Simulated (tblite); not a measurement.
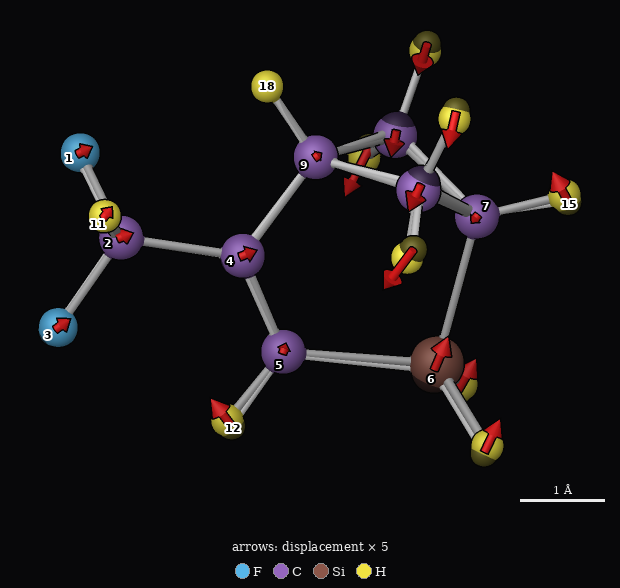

A relaxation of C₇H₁₀F₂Si. The starting structure is drawn faded, the final one solid; red arrows show the displacements, 5 times their true length. The two geometries are superimposed by the best rigid fit.

Style: ball-and-stick. Shown at a tilt.

Computed with tblite 0.8.0, GFN2-xTB geometry optimisation, gas phase. 

Atoms of which element are displaced furthest, and by how much?

Hydrogen: up to 0.15 Å, against 0.10 Å for silicon.

What did the optimiser do to the structure, and how much energy did it gain?

An H atom moves most after the best rigid fit: 0.15 Å. By element the largest moves are H 0.15 Å, Si 0.10 Å, C 0.08 Å, F 0.05 Å. Some distances before and after: C–Si 2.022 → 1.900 Å, C–C 1.574 → 1.540 Å, C–C 1.351 → 1.331 Å, C–C 1.520 → 1.500 Å. Bond angles that change, for instance: Si–C–H 115.8° → 122.2°, Si–C–H 111.7° → 116.6°, C–C–C 115.3° → 111.1°. After 31 geometry steps the energy has fallen by 29.7 kJ/mol. Cost: 0.91 s on 1 thread of Intel(R) Xeon(R) Processor @ 2.50GHz (shared host).
